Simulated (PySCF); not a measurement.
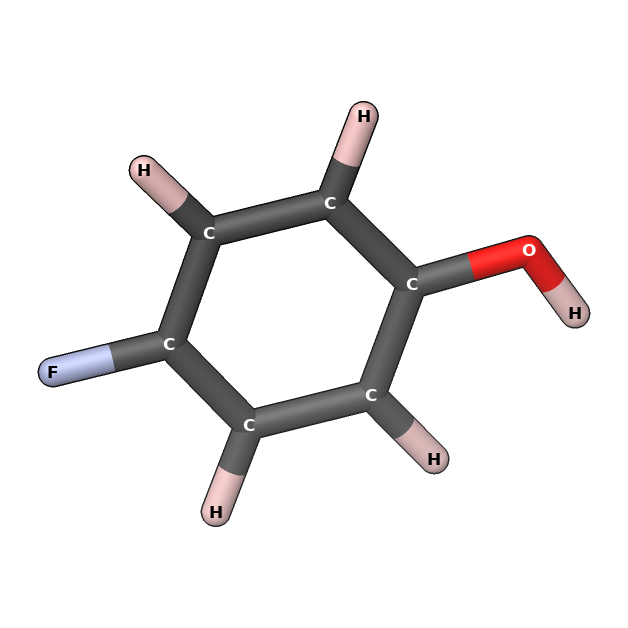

Rendered structure (stick style). Every bond is drawn as one stick, whatever its order.

Computed geometry: PBE0-D3(BJ)/def2-SVP optimisation. No frequency run is at hand to confirm it as a minimum.

**Give the formula.**

C6H5FO, 13 atoms: 6 carbon, 5 hydrogen, 1 fluorine and 1 oxygen.

**Does it have rings?**

Independent rings (smallest set): 1 of 6 members, 1 of them aromatic.

**Count the bonded pairs by element.**

6 C–C, 4 C–H, 1 C–O, 1 C–F, 1 O–H.

**Give the symmetry (Schoenflies symbol).**

Cs.

More results for the same structure follow; atom numbers are the same in all pictures, views and colours differ.

### Dipole moment

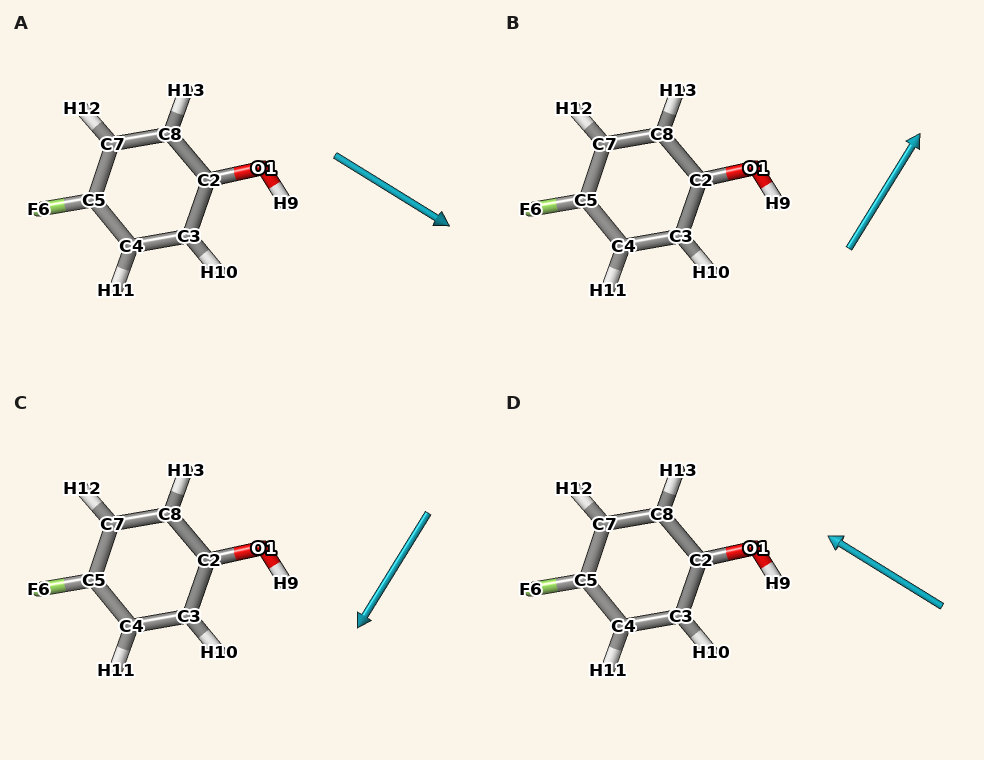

The same molecule four times, each with an arrow. No frequency run is at hand to confirm it as a minimum. Method: B3LYP/pcJ-1, gas phase (PySCF 2.14.0).

**Which arrow points along the dipole moment, from the negative to the positive end?**

A. The dipole moment is 2.10 D; it points from the side of H12 to the side of H9 (the outermost atoms at the two ends).

### Spin–spin coupling

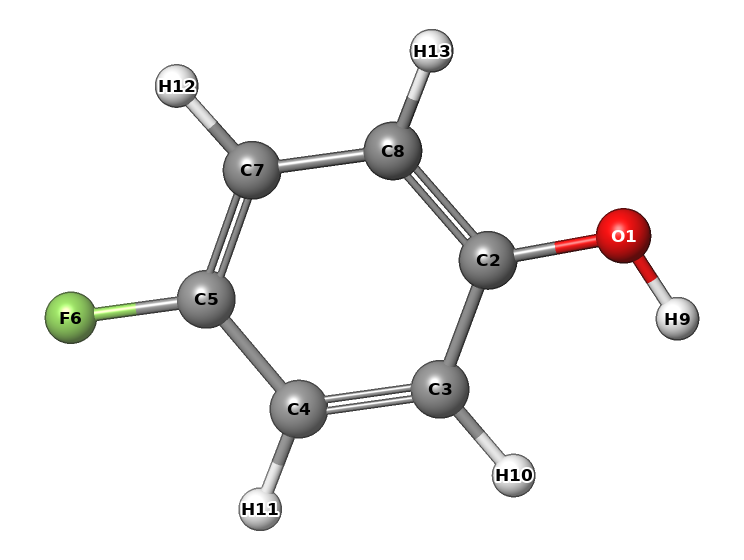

No frequency run is at hand to confirm it as a minimum. Level of theory: B3LYP/pcJ-1 indirect spin-spin coupling, non-relativistic, gas phase (PySCF 2.14.0). Isotopes: 13C, 19F, 1H, 17O.

Give the spin–spin coupling constants of these pairs, with the number of bonds between them: C5/F6, C4/F6, F6/C7, C3/F6, F6/H11, F6/H12, F6/C8.

| pair | bonds apart | J (Hz) |
| --- | --- | --- |
| C5, F6 | 1 | −306.5 |
| C4, F6 | 2 | 21.1 |
| F6, C7 | 2 | 20.9 |
| C3, F6 | 3 | 4.6 |
| F6, H11 | 3 | 7.9 |
| F6, H12 | 3 | 8.1 |
| F6, C8 | 3 | 4.7 |

Density functionals are unreliable for couplings to fluorine, so those rows may be far off.

### Bond orders

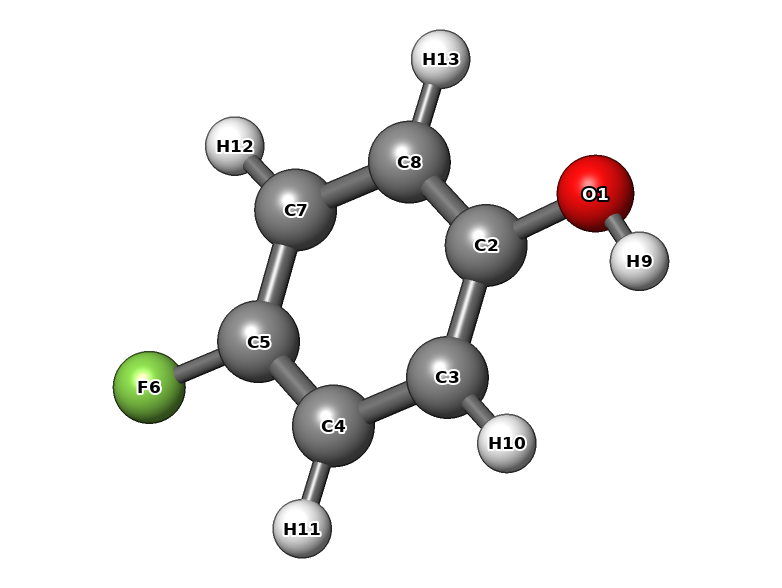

The thickness of each stick grows with its Mayer bond order. No frequency run is at hand to confirm it as a minimum. Level of theory: PBE0/pcSseg-1 (PySCF 2.14.0).

List the Mayer bond orders of O1–C2, O1–H9, C2–C3, C2–C8, C3–C4, C3–H10, C4–C5, C4–H11, C5–F6, C5–C7, C7–C8, C7–H12, C8–H13.

```json
{"bond": "O1–C2", "Mayer order": "1.07", "length (Å)": "1.351"}
{"bond": "O1–H9", "Mayer order": "0.94", "length (Å)": "0.963"}
{"bond": "C2–C3", "Mayer order": "1.37", "length (Å)": "1.398"}
{"bond": "C2–C8", "Mayer order": "1.39", "length (Å)": "1.399"}
{"bond": "C3–C4", "Mayer order": "1.41", "length (Å)": "1.394"}
{"bond": "C3–H10", "Mayer order": "0.94", "length (Å)": "1.094"}
{"bond": "C4–C5", "Mayer order": "1.44", "length (Å)": "1.388"}
{"bond": "C4–H11", "Mayer order": "0.94", "length (Å)": "1.091"}
{"bond": "C5–F6", "Mayer order": "0.89", "length (Å)": "1.335"}
{"bond": "C5–C7", "Mayer order": "1.42", "length (Å)": "1.391"}
{"bond": "C7–C8", "Mayer order": "1.44", "length (Å)": "1.390"}
{"bond": "C7–H12", "Mayer order": "0.95", "length (Å)": "1.092"}
{"bond": "C8–H13", "Mayer order": "0.95", "length (Å)": "1.091"}
```
